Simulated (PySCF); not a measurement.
# C₂H₃F₃GeS: geometry, electronic excitations

What electronic excitations should C₂H₃F₃GeS (`FC(F)=[C](F)[GeH2][SH]`) show?

Programs: PySCF 2.14.0, with density-fitted response routines of our own. Each step states its level of theory. These are calculated values for one molecule in the gas phase, unless marked as measured. Atoms are numbered from 0 throughout.

### 1 Starting geometry

10 atoms, charge 0, multiplicity 1; geometry from: GFN2-xTB. The atoms were then displaced at random by about 0.01 Å, so the start is not that level's minimum.

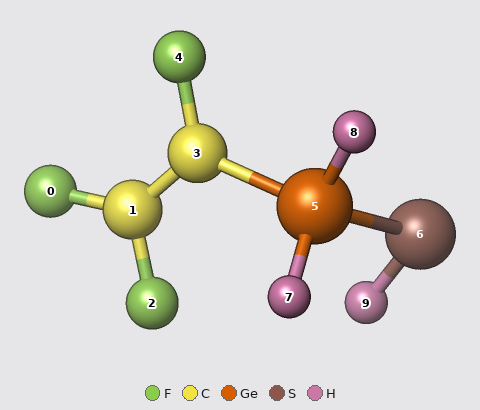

The starting geometry (fluorine green, carbon yellow, germanium orange, sulfur brown, hydrogen pink), atoms numbered.

### 2 Relaxing the molecule at PBE0-D3(BJ)/def2-SVP

Job settings and geometry (Å):

```
{"job": {"xc": "PBE0", "basis": "def2-SVP", "d3": "d3bj", "grid": 1, "shake": 0.01, "kind": "geom"}, "charge": 0, "multiplicity": 1}
F     -2.235790    -1.896900     0.317520
C     -1.294430    -0.979680     0.339800
F     -0.719910    -0.945040     1.536850
C     -0.813400    -0.152090    -0.595500
F     -1.383120    -0.158790    -1.833690
Ge     0.643020     1.085770    -0.208070
S      2.561340    -0.012360    -0.243620
H      0.393430     1.703120     1.134450
H      0.651080     2.100660    -1.287300
H      2.248230    -0.765630     0.818510
```

Run with:

```sh
OMP_NUM_THREADS=1 python probes_run.py task.json out
```

The driver reads the jobs from task.json and runs them one after another.

Output:

```text
step   0  E = -2851.26987974  max force = 0.021864
step   1  E = -2851.27399078  max force = 0.006069
step   2  E = -2851.27404730  max force = 0.004045
step   3  E = -2851.27420813  max force = 0.001755
step   4  E = -2851.27424495  max force = 0.000713
step   5  E = -2851.27425969  max force = 0.000975
step   6  E = -2851.27427636  max force = 0.000928
step   7  E = -2851.27429464  max force = 0.000564
step   8  E = -2851.27431016  max force = 0.000631
step   9  E = -2851.27431678  max force = 0.000474
step  10  E = -2851.27432110  max force = 0.000388
optimisation converged
```

Wall time 83 s (1 thread of Arm Neoverse V2, shared host); peak memory 0.58 GiB.

The steps of the relaxation:

```
step  energy from step 0 (eV)  largest force component (eV/Å)
   0                   0.0000                          1.1243
   1                  -0.1119                          0.3121
   2                  -0.1134                          0.2080
   3                  -0.1178                          0.0902
   4                  -0.1188                          0.0367
   5                  -0.1192                          0.0501
   6                  -0.1196                          0.0477
   7                  -0.1201                          0.0290
   8                  -0.1206                          0.0324
   9                  -0.1207                          0.0244
  10                  -0.1209                          0.0200
```

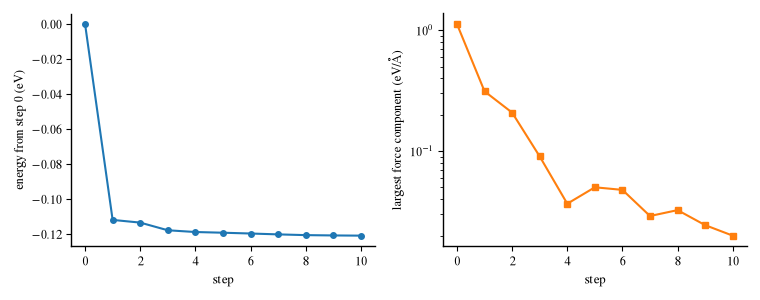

Energy and force, step by step.

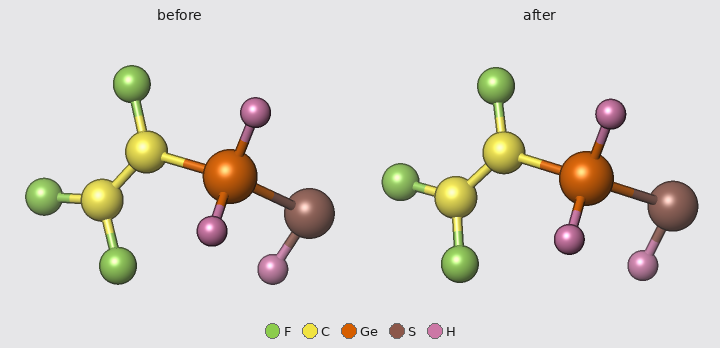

Before and after, at one scale.

Close pairs (by a distance rule), those that changed most:

```
  bond  before (Å)  after (Å)  change (Å)
Ge5–H8       1.481      1.531      +0.050
Ge5–H7       1.499      1.534      +0.036
 C3–F4       1.363      1.340      -0.023
Ge5–S6       2.211      2.227      +0.016
 C1–F2       1.328      1.313      -0.015
 S6–H9       1.339      1.351      +0.012
 F0–C1       1.315      1.305      -0.010
 C1–C3       1.338      1.335      -0.003
```

The final coordinates are the input of the step that follows.

```
                         at the end point                value
  point group (found at 0.08 Å tolerance)                   C1
rotational constants (GHz, main isotopes)  2.387, 0.822, 0.755
                        dipole moment (D)                 1.48
```

### 3 TDDFT and polarisability: PBE0/aug-cc-pVDZ

Job settings and geometry (Å):

```
{"job": {"kind": "uv", "xc": "PBE0", "basis": "aug-cc-pVDZ"}, "charge": 0, "multiplicity": 1}
F     -2.321391    -1.851851     0.083724
C     -1.372053    -0.992423     0.334889
F     -1.007715    -1.020601     1.596321
C     -0.804440    -0.173501    -0.554234
F     -1.224075    -0.234865    -1.824985
Ge     0.636590     1.070719    -0.136881
S      2.628130     0.098696    -0.354298
H      0.450864     1.592083     1.294308
H      0.600945     2.182593    -1.188959
H      2.463822    -0.691791     0.729148
```

With the program's defaults for keys left out, this is: TDDFT PBE0/aug-cc-pVDZ, vertical, gas phase, core orbitals frozen in the response.

Output:

```text
coarse grid: 47408 points
cycle   1  E = -2851.8691550314  dE =  4.709e-01  |g| = 6.995e-01  |ddm| = 6.713e+00
cycle   2  E = -2851.7517115221  dE =  1.174e-01  |g| = 1.068e+00  |ddm| = 2.958e+00
cycle   3  E = -2851.9623222856  dE = -2.106e-01  |g| = 9.758e-02  |ddm| = 1.754e+00
cycle   4  E = -2851.9637305147  dE = -1.408e-03  |g| = 4.662e-02  |ddm| = 2.363e-01
cycle   5  E = -2851.9641313807  dE = -4.009e-04  |g| = 1.212e-02  |ddm| = 7.925e-02
cycle   6  E = -2851.9641559566  dE = -2.458e-05  |g| = 4.827e-03  |ddm| = 2.805e-02
cycle   7  E = -2851.9641615348  dE = -5.578e-06  |g| = 8.065e-04  |ddm| = 1.003e-02
final grid: 98128 points
cycle   8  E = -2851.9641663325  dE =  1.270e-07  |g| = 1.194e-03  |ddm| = 8.848e-03
cycle   9  E = -2851.9641657403  dE =  5.922e-07  |g| = 1.966e-03  |ddm| = 5.889e-03
cycle  10  E = -2851.9641666523  dE = -9.120e-07  |g| = 1.602e-04  |ddm| = 3.631e-03
cycle  11  E = -2851.9641666572  dE = -4.854e-09  |g| = 2.749e-05  |ddm| = 2.832e-04
cycle  12  E = -2851.9641666573  dE = -1.392e-10  |g| = 4.242e-06  |ddm| = 5.897e-05
converged SCF energy = -2851.9641666573

Static polarisability (au): isotropic 79.482, principal 68.566 74.709 95.171

Singlet excitations
state   eV       nm        f      main configurations
  1   5.4080    229.3   0.03275   H->L 0.63, H-1->L 0.31
  2   5.7874    214.2   0.01051   H->L+1 0.71, H-1->L+1 0.15
  3   5.9687    207.7   0.09442   H-1->L 0.53, H->L 0.27, H->L+3 0.10
  4   6.1891    200.3   0.02836   H-1->L+1 0.58, H->L+1 0.17
  5   6.2719    197.7   0.01483   H->L+2 0.28, H->L+4 0.15, H-1->L+1 0.12
  6   6.6737    185.8   0.02177   H->L+3 0.41, H->L+2 0.28, H-1->L+3 0.15
  7   6.7614    183.4   0.00928   H->L+4 0.63, H-1->L+2 0.25
  8   6.7996    182.3   0.00824   H-1->L+3 0.28, H->L+2 0.26, H-1->L+4 0.13
  9   6.9703    177.9   0.02040   H-1->L+4 0.41, H-1->L+2 0.27, H->L+6 0.10
 10   7.1007    174.6   0.09994   H-1->L+3 0.32, H-1->L+4 0.20, H->L+3 0.18

Triplet excitations (Tamm-Dancoff, eV): 4.1341 5.0338 5.4498 5.8005
```

Wall time 34 s (1 thread of Arm Neoverse V2, shared host); peak memory 0.94 GiB.

Frontier orbitals and where they lie:

```
orbital      eV                       atoms
 HOMO−3  -10.21  Ge5 33 %, H8 29 %, C3 13 %
 HOMO−2   -9.56   S6 60 %, Ge5 16 %, C3 8 %
 HOMO−1   -7.73   S6 42 %, C3 17 %, C1 13 %
   HOMO   -7.46   S6 44 %, C3 19 %, C1 17 %
   LUMO   -0.86  Ge5 32 %, S6 19 %, C1 15 %
 LUMO+1   -0.44   H9 26 %, H7 22 %, S6 16 %
 LUMO+2    0.14  Ge5 41 %, C3 14 %, C1 14 %
```

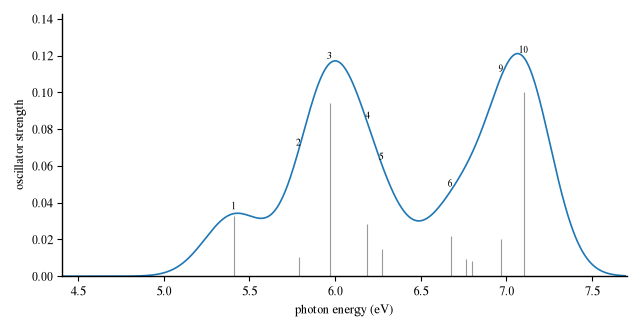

Absorption spectrum from the 10 singlet states computed; above the last one it falls off for lack of states. Lines are broadened to a width of 0.40 eV (Gaussian).

Further results of this job:

```
           property  computed
  dipole moment (D)      1.41
polarisability (Å³)     11.78
 HOMO–LUMO gap (eV)      6.61
      −ε(HOMO) (eV)      7.46
```

### 4 What came out

| quantity | value |
| --- | --- |
| point group | C1 |
| rotational constants (main isotopes) | 2.39, 0.82, 0.76 GHz |
| lowest singlet (PBE0/aug-cc-pVDZ) | 5.41 eV (229 nm), f = 0.033 |
| brightest single state of those computed | state 10, 7.10 eV, f = 0.100 |
| lowest triplet | 4.13 eV |

What this shows: Over 10 steps the energy fell by 0.121 eV; of the close pairs, Ge5–H8 changed most, 1.481 to 1.531 Å. No frequency check was run at this level, so the end point may be a saddle. The first singlet state (HOMO→LUMO 0.63, HOMO−1→LUMO 0.31) lies at 5.41 eV and is weak; of the 10 states computed, the strongest absorption comes from state 10 at 7.10 eV (the last computed, so partners may be missing). The lowest triplet lies 1.27 eV below the lowest singlet (triplets in Tamm-Dancoff, singlets in full TDDFT).
